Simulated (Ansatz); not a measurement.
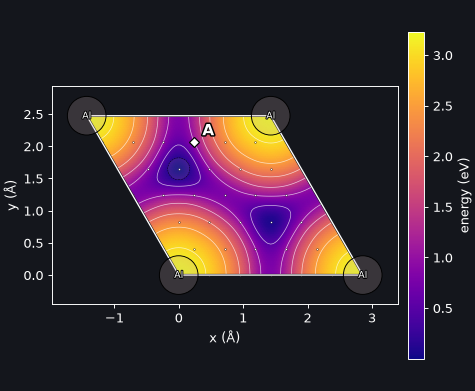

C on an Al(111) slab cut from the Fm-3m phase, its upper half relaxed before the scan (12 atoms of substrate and one adsorbate in a 2 × 2 cell). 
- C is moved over the surface cell; relaxed at each place: the height of the adsorbate's atoms; substrate rigid; the origin of the map has the adsorbate above Al9.
- Places are given modulo a cell vector. The map is drawn in real space over the plane of the surface.
- The grid has 6 × 6 points; 10 points were computed and 26 follow by symmetry.
- Places are given in fractions of the 1 × 1 surface cell.
- Energies: eV, counted from the lowest grid point.
- Theory: DFT PBE, scalar-relativistic, plane waves, PAW in Ansatz. Settings: cutoff 420 eV, k-mesh 6×6×1, gaussian smearing 0.1 eV, no spin polarisation.

Drawn: a smooth colour map with a few white contour lines, dots at the grid points, labelled circles for the atoms of the top layer and small ones for the second layer, the outline of one cell of the plane, the point A. Between grid points the surface is interpolated.

Is A at rest? If not, where is it pushed?

Answer. A, at (3/6, 5/6) of the cell vectors, is not a stationary point. The computed force is 3.4 eV/Å in the plane, pointing down and left in the picture (components −3.2 and −1.3 eV/Å).
